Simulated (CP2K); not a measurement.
**CH8AlNSi (SMILES C[SiH2][NH][AlH2]) at MNDOD**

What is the vertical ionisation energy of CH8AlNSi at MNDOD? 

The calculation is run with CP2K 2026.2.

2 further runs of the same task are left out: 1 that didn't finish, 1 set aside as unsound or not needed.

### 1 The system as given

CH8AlNSi has 12 atoms, charge 0, and is taken as a singlet. As SMILES, `C[SiH2][NH][AlH2]`. Geometry: a GFN2-xTB relaxation, a rough one for these elements and not checked as a minimum. This is one conformer, not always the lowest.

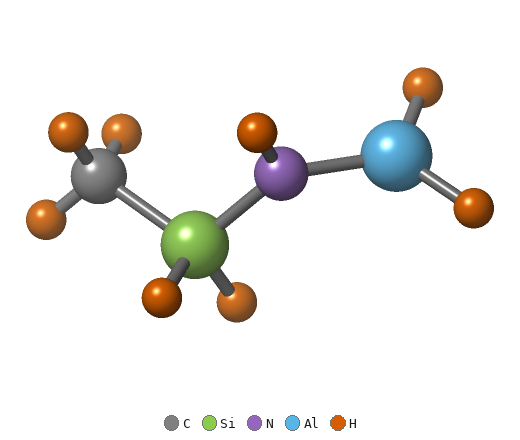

The structure, seen from a chosen angle (carbon grey, silicon green, nitrogen purple, aluminium blue, hydrogen orange).

### 2 Energy and forces at MNDOD

run.inp

```
&GLOBAL
   PROJECT run
   RUN_TYPE ENERGY_FORCE
   PRINT_LEVEL MEDIUM
&END GLOBAL

&FORCE_EVAL
   METHOD QS
   &DFT
      CHARGE 0
      MULTIPLICITY 1
      &QS
         METHOD MNDOD
         EPS_DEFAULT 1.0E-10
         &SE
            &COULOMB
               CUTOFF [angstrom] 50
               RC_RANGE [angstrom] 0
            &END COULOMB
            &EXCHANGE
               CUTOFF [angstrom] 50
               RC_RANGE [angstrom] 0
            &END EXCHANGE
         &END SE
      &END QS
      ! no periodic images
      &POISSON
         PERIODIC NONE
         POISSON_SOLVER ANALYTIC
      &END POISSON
      &SCF
         SCF_GUESS ATOMIC
         EPS_SCF 1.0E-07
         MAX_SCF 150
         ADDED_MOS 8
         &DIAGONALIZATION
            ALGORITHM STANDARD
         &END DIAGONALIZATION
         &MIXING
            METHOD DIRECT_P_MIXING
            ALPHA 0.4
         &END MIXING
      &END SCF
      &PRINT
         &MOMENTS
            PERIODIC F
            REFERENCE COM
            MAX_MOMENT 1
         &END MOMENTS
         &MO ON
            ENERGIES T
            OCCUPATION_NUMBERS T
            NDIGITS 6
            &EACH
               QS_SCF 0
            &END EACH
            ADD_LAST NUMERIC
         &END MO
         &HIRSHFELD OFF
         &END HIRSHFELD
      &END PRINT
   &END DFT
   &SUBSYS
      ! box in angstrom
      &CELL
         ABC [angstrom] 20.2 22.5 19.1
         PERIODIC NONE
      &END CELL
      &COORD
         SCALED T
         C    0.50611658   0.61081511   0.48383272
         Si   0.45623243   0.53934267   0.48892853
         N    0.50216510   0.48376800   0.53130236
         Al   0.53523045   0.41300000   0.50594895
         H    0.47879827   0.64495111   0.45592801
         H    0.51765371   0.62826356   0.53549450
         H    0.55269777   0.60400578   0.45653377
         H    0.39511213   0.54999200   0.52883272
         H    0.44210025   0.51533511   0.41905524
         H    0.51265470   0.49701422   0.58094476
         H    0.60488787   0.40723200   0.47358089
         H    0.49536213   0.35504889   0.51521859
      &END COORD
   &END SUBSYS
   &PRINT
      &FORCES ON
      &END FORCES
   &END PRINT
&END FORCE_EVAL
```

Run with:

```console
$ OMP_NUM_THREADS=1 cp2k.psmp run.inp > run.out
```

Standard output, cut to the lines that bear on the results:

```text
CP2K| version string:                                       CP2K version 2026.2
[...]
 GLOBAL| Method name                                                        CP2K
[...]
 GLOBAL| Run type                                                   ENERGY_FORCE
[...]
                             - Atoms:                                         12
[...]
                             - Spherical basis functions:                     34
[...]
 Number of electrons:                                                         24
[...]
     1 P_Mix/Diag. 0.40E+00    0.0     0.78068660       -14.6065038423 -1.46E+01
[...]
    17 DIIS/Diag.  0.19E-07    0.0     0.00000002       -21.5148720562 -4.97E-14
  *** SCF run converged in    17 steps ***
  Core-core repulsion energy [eV]:                           1340.61129811776937
  Core Hamiltonian energy [eV]:                              -893.87398665269882
  Two-electron integral energy [eV]:                        -2064.37350721979283
  Electronic energy [eV]:                                   -1926.06074026259512
  Total energy [eV]:                                         -585.44944214482587
  Atomic reference energy [eV]:                               584.12133059672476
  Heat of formation [kcal/mol]:                               -30.62698230765272
[...]
 SE_DIPOLE| Moment [Debye]         -0.58875114      -1.49094733      -1.25921043
 SE_DIPOLE| Derivative [a.u.]       0.00000000       0.00000000       0.00000000
 ENERGY| Total FORCE_EVAL ( QS ) energy [hartree]            -21.514872056158517
 FORCES| Atomic forces [hartree/bohr]
 FORCES|   Atom     x               y               z               |f|
 FORCES|      1 -1.81711726E-02 -2.20323989E-02 -3.83522390E-04   2.85616036E-02
 FORCES|      2 -1.31506949E-02 -2.36611882E-03 -9.73037354E-03   1.65293516E-02
 FORCES|      3 -2.88844216E-03  1.55172193E-02  1.18203104E-02   1.97192020E-02
 FORCES|      4  1.46992362E-02 -4.15883477E-02 -1.71454380E-02   4.73246685E-02
 FORCES|      5 -1.26405643E-02  1.72641037E-02 -1.21630405E-02   2.46124500E-02
 FORCES|      6  3.87936886E-03  6.90248627E-03  2.16199615E-02   2.30242601E-02
 FORCES|      7  1.99435035E-02 -4.61052496E-03 -1.17654213E-02   2.36098584E-02
 FORCES|      8  1.35894132E-02  1.09437351E-04 -1.31437644E-02   1.89061543E-02
 FORCES|      9  3.82453217E-05  1.01087475E-02  1.36471789E-02   1.69833368E-02
 FORCES|     10  4.19185620E-03 -3.76678144E-03  8.86319337E-03   1.05031661E-02
 FORCES|     11 -2.51058610E-02  1.43014560E-03  1.15389660E-02   2.76676220E-02
 FORCES|     12  1.56151116E-02  2.30320321E-02 -3.15804991E-03   2.80049905E-02
 FORCES| Sum    -5.55111512E-17 -3.33066907E-16 -1.97758476E-16
[...]
```

Run time: 1 s. Hardware: 1 thread of Intel Xeon 6975P-C (Granite Rapids), shared host; peak memory 0.19 GiB.

### 3 The doublet cation, same level

job.inp

```
&GLOBAL
 PROJECT job
 RUN_TYPE ENERGY_FORCE
 PRINT_LEVEL MEDIUM
&END GLOBAL
&FORCE_EVAL
 METHOD Quickstep
 &DFT
  CHARGE 1
  MULTIPLICITY 2
  UKS T
  &QS
   METHOD MNDOD
   EPS_DEFAULT 1.0E-10
   &SE
    &COULOMB
     CUTOFF [angstrom] 50
     RC_RANGE [angstrom] 0
    &END COULOMB
    &EXCHANGE
     CUTOFF [angstrom] 50
     RC_RANGE [angstrom] 0
    &END EXCHANGE
   &END SE
  &END QS
  &POISSON
   PERIODIC NONE
   POISSON_SOLVER ANALYTIC
  &END POISSON
  &SCF
   SCF_GUESS ATOMIC
   EPS_SCF 1.0E-07
   MAX_SCF 50
   &OT ON
    MINIMIZER DIIS
    PRECONDITIONER FULL_SINGLE_INVERSE
   &END OT
   &OUTER_SCF
    EPS_SCF 1.0E-07
    MAX_SCF 5
   &END OUTER_SCF
  &END SCF
  &PRINT
   &MOMENTS
    PERIODIC F
    REFERENCE COM
    MAX_MOMENT 1
   &END MOMENTS
   &MO_CUBES
    NLUMO 5
    NHOMO -1
    WRITE_CUBE F
   &END MO_CUBES
   &HIRSHFELD OFF
   &END HIRSHFELD
  &END PRINT
 &END DFT
 &SUBSYS
  &CELL
   ABC [angstrom] 20.2 22.5 19.1
   PERIODIC NONE
  &END CELL
  &COORD
   SCALED T
   C    0.50611658   0.61081511   0.48383272
   Si   0.45623243   0.53934267   0.48892853
   N    0.50216510   0.48376800   0.53130236
   Al   0.53523045   0.41300000   0.50594895
   H    0.47879827   0.64495111   0.45592801
   H    0.51765371   0.62826356   0.53549450
   H    0.55269777   0.60400578   0.45653377
   H    0.39511213   0.54999200   0.52883272
   H    0.44210025   0.51533511   0.41905524
   H    0.51265470   0.49701422   0.58094476
   H    0.60488787   0.40723200   0.47358089
   H    0.49536213   0.35504889   0.51521859
  &END COORD
 &END SUBSYS
 &PRINT
  &FORCES ON
  &END FORCES
 &END PRINT
&END FORCE_EVAL
```

Run with:

```console
$ OMP_NUM_THREADS=1 cp2k.psmp -i job.inp > job.out 2>&1
```

Standard output, cut to the lines that bear on the results:

```text
CP2K| version string:                                       CP2K version 2026.2
[...]
 GLOBAL| Method name                                                        CP2K
[...]
 GLOBAL| Run type                                                   ENERGY_FORCE
[...]
                             - Atoms:                                         12
[...]
                             - Spherical basis functions:                     34
[...]
 Number of electrons:                                                         12
[...]
     1 OT DIIS     0.80E-01    0.0     0.13323002       -15.7498683272 -1.57E+01
[...]
    50 OT DIIS     0.80E-01    0.0     0.00000009       -21.1296414529 -7.35E-12
  *** SCF run converged in    50 steps ***
  Core-core repulsion energy [eV]:                           1340.61129811776937
  Core Hamiltonian energy [eV]:                              -863.25438940530807
  Two-electron integral energy [eV]:                        -2104.64738607763866
  Electronic energy [eV]:                                   -1915.57808244412740
  Total energy [eV]:                                         -574.96678432635804
  Atomic reference energy [eV]:                               584.12133059672476
  Heat of formation [kcal/mol]:                               211.10886887323889
[...]
 SE_DIPOLE| Moment [Debye]         -1.06471283       0.05889034      -2.25697911
 SE_DIPOLE| Derivative [a.u.]       0.00000000       0.00000000       0.00000000
 *** WARNING in qs_scf_post_se.F:140 :: Printing of MO cube files not ***
 *** implemented for Semi-Empirical method.                           ***
 ENERGY| Total FORCE_EVAL ( QS ) energy [hartree]            -21.129641452905265
[...]
```

Run time: 2.5 s. Hardware: 1 thread of Intel Xeon 6975P-C (Granite Rapids), shared host; peak memory 0.19 GiB.

### 4 What came out

Level: MNDOD.

| quantity | value |
| --- | --- |
| singlet CH8AlNSi: total energy | -21.51487 Eh |
| singlet CH8AlNSi: dipole moment | 2.04 D |
| singlet CH8AlNSi: HOMO energy | -10.95 eV |
| singlet CH8AlNSi: LUMO energy | 0.02 eV |
| singlet CH8AlNSi: HOMO–LUMO gap | 10.97 eV |
| singlet CH8AlNSi: heat of formation at this unrelaxed shape | -30.6 kcal/mol |
| singlet CH8AlNSi: largest force on an atom | 2.434 eV/Å |
| doublet cation: total energy | -21.12964 Eh |
| doublet cation: heat of formation at this unrelaxed shape | 211.1 kcal/mol |
| doublet cation: largest force on an atom | 5.396 eV/Å |
| vertical ionisation energy (to the doublet cation) | 10.483 eV |

What this shows: Removing an electron at fixed nuclei costs 10.48 eV (242 kcal/mol). The largest force (singlet CH8AlNSi) is 2.43 eV/Å: the shape isn't a stationary point for this species at this level.
